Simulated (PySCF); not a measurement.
**C3H9Bi, SMILES `C[Bi](C)C`: what the electrons do**

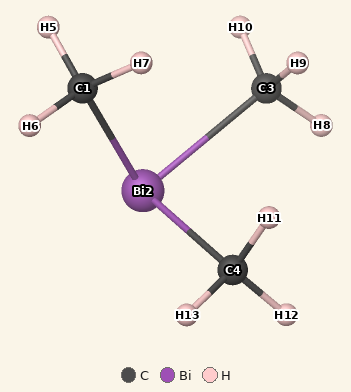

The molecule, with its atoms numbered as below. No frequency check shows the geometry to be a minimum.

Cartesian coordinates (Å):

```
C1       1.8532    0.3202   -0.9400
Bi2      0.0002   -0.0001    0.3278
C3      -1.2046    1.4455   -0.9371
C4      -0.6502   -1.7653   -0.9383
H5       2.2860    1.2889   -0.7299
H6       2.5875   -0.4495   -0.7240
H7       1.5761    0.2723   -1.9832
H8      -2.2596    1.3357   -0.7259
H9      -1.0258    1.2306   -1.9808
H10     -0.9026    2.4632   -0.7312
H11     -0.5547   -1.5019   -1.9817
H12     -1.6824   -2.0128   -0.7314
H13     -0.0274   -2.6243   -0.7287
```

## 1. Bonding charge

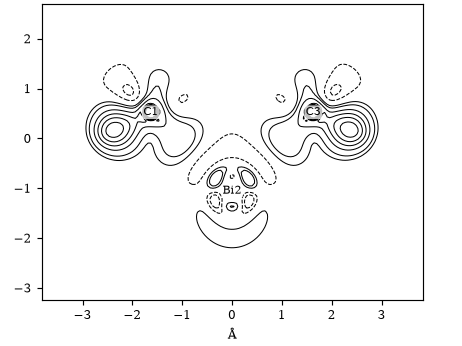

Deformation density (molecule less spherical, spin-averaged free atoms) in the plane of C1, Bi2 and C3; contours at ±0.05 to ±0.8 e/Å³; solid lines: gain, dashed lines: loss.

PySCF calculation, TPSSh/def2-SVP, gas phase; geometry: GFN2-xTB. Core potentials replace the inner electrons of Bi; spin–orbit coupling isn't included.

How much density has each bond in this plane gained at its critical point, relative to the free atoms?

Answer. Bi2–C3 and C1–Bi2: +0.08 e/Å³ at the bond critical point (bond length 2.27 Å, Mayer order 1.0). In all, 2.6 electrons gather in the regions of gain relative to the promolecule. A small or negative value marks a very polar bond, one between electron-rich atoms, whose free-atom densities already overlap strongly, a long bond to a heavier atom, or a closed-shell contact such as a hydrogen bond.

Where do the Hirshfeld charges lie?

Answer. The highest Hirshfeld charge is on Bi2 (+0.35 e), the lowest on C1, C3 and C4 (−0.19 e).

## 2. Bond critical points

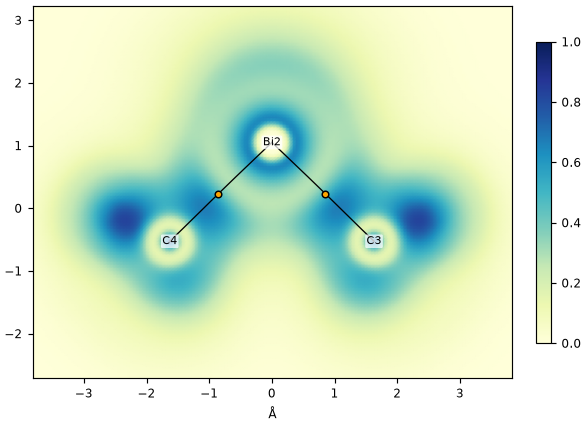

Localised orbital locator (LOL) in the plane of Bi2, C3 and C4, with bond paths and bond critical points (dots).

What values does LOL take at the bond critical points in this plane?

Answer. Bi2–C3 and Bi2–C4: about 0.48. Values above 0.5 mark slow, localised electrons, as in shared pairs; low values at a critical point mark a polar or closed-shell contact whose critical point lies between the shells.

## 3. Local ionisation energy

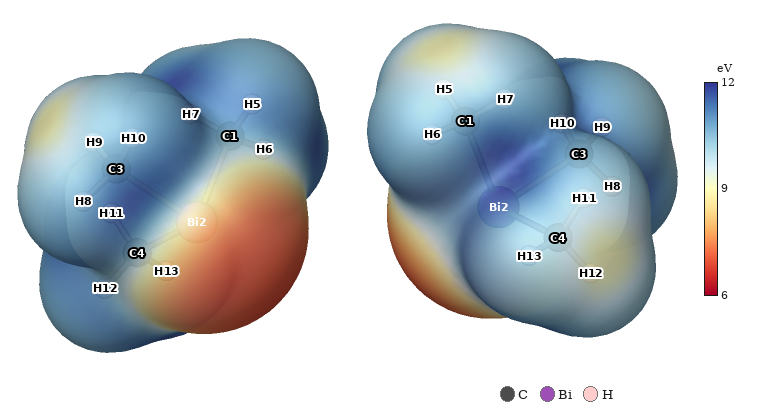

Average local ionisation energy on the surface of electron density 0.001 a.u. (back view left, front view right).

Locate the minima of the map.

Answer. The lowest value is 6.8 eV, 2.5 Å from Bi2. Further minima include 8.8 eV, near H7 (1.80 Å), H5 (1.92 Å), H6 (1.93 Å) and C1 (1.95 Å), and at like points elsewhere. For comparison, the highest occupied orbital lies at −6.0 eV.

## 4. Excited states

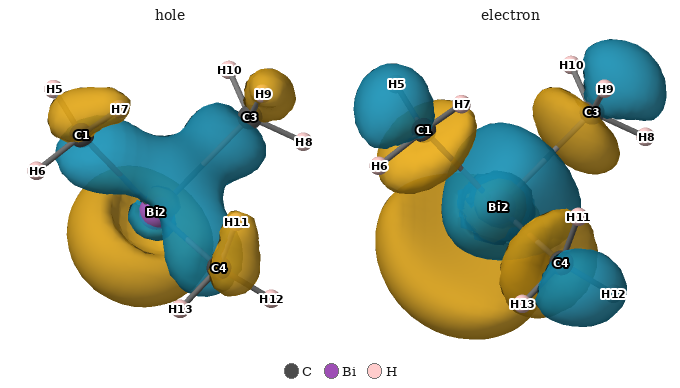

Leading natural transition orbital pair of S₄ (full linear response singlet states); the surfaces enclose about 70 % of each orbital's density.

Method: PBE/def2-SVP; geometry: GFN2-xTB; program: PySCF. Core potentials replace the inner electrons of Bi; spin–orbit coupling isn't included. Without diffuse functions Rydberg states are missing, so the states' numbers hold for this basis only.

Where does the state lie, and where do hole and electron sit?

Answer. 6.58 eV (188 nm), f = 0.012; the leading pair carries 64 %; hole on Bi2 (48 %) and C1, C3 and C4 (13 % each), electron on Bi2 (56 %) and C1, C3 and C4 (10 % each) (shares are of the whole state, not of the leading pair alone); their centroids lie 0.4 Å apart; S₅ lies within 0.1 eV of it. In canonical orbitals it is mainly HOMO → LUMO+2 (64 %). The HOMO–LUMO gap is 5.31 eV.

## 5. In an electric field

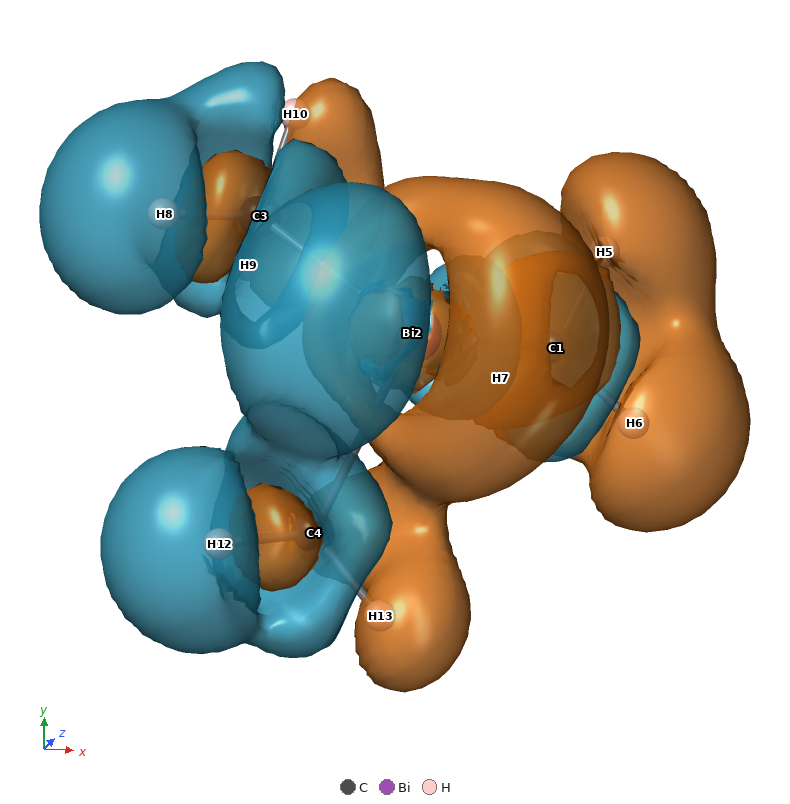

Change of the electron density in a uniform field of 0.51 V/Å, surfaces at ±0.002 e/Å³ (light blue: gain, orange: loss).

Computed with PySCF, LDA (SVWN)/def2-SVP, geometry: GFN2-xTB. Core potentials replace the inner electrons of Bi; spin–orbit coupling isn't included. A basis without diffuse functions makes polarisabilities too small.

The field was applied in both directions; the picture shows the one opposite to the script's first.

Along which Cartesian direction does the field point?

Answer. Along +x: electrons gather on the −x side, against the field.

What dipole is induced, and what polarisability does it imply?

Answer. The induced dipole is 2.05 D (along the field); α along this axis, from the fields in both directions, is 80 bohr³ (11.9 Å³).

## 6. Removing or adding an electron

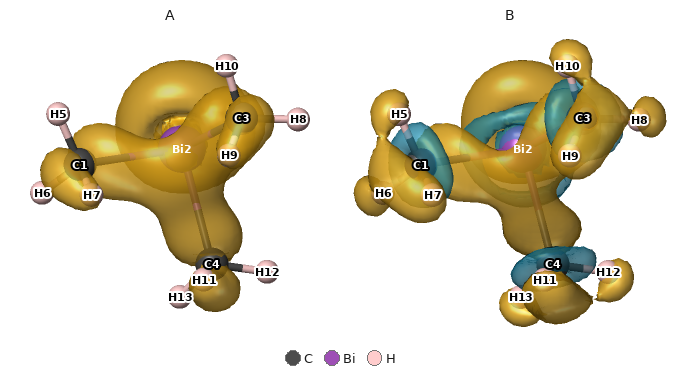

The Fukui function f⁻ from two separate SCF calculations and the density of the HOMO, at ±0.02 e/Å³ (yellow positive, teal negative).

Level of theory: ωB97X/def2-SVP (PySCF), at a geometry from GFN2-xTB. Core potentials replace the inner electrons of Bi; spin–orbit coupling isn't included.

Which panel is which, and how good is the frozen-orbital picture?

Answer. B is f⁻ (it has negative regions), A the HOMO density. The HOMO lies on Bi2 (59 %) and C1, C3 and C4 (10 % each); f⁻ (Hirshfeld-condensed) is largest on Bi2 (0.39); the vertical ionisation energy is 8.63 eV. Relaxation shifts 26 % of the electron between atoms. The orbital energy is −8.65 eV.

The PySCF runs shown took 19 s, 92 s, 26 s and 2.6 min on 1 thread of Intel(R) Xeon(R) Platinum 8488C (Sapphire Rapids), on a shared host.
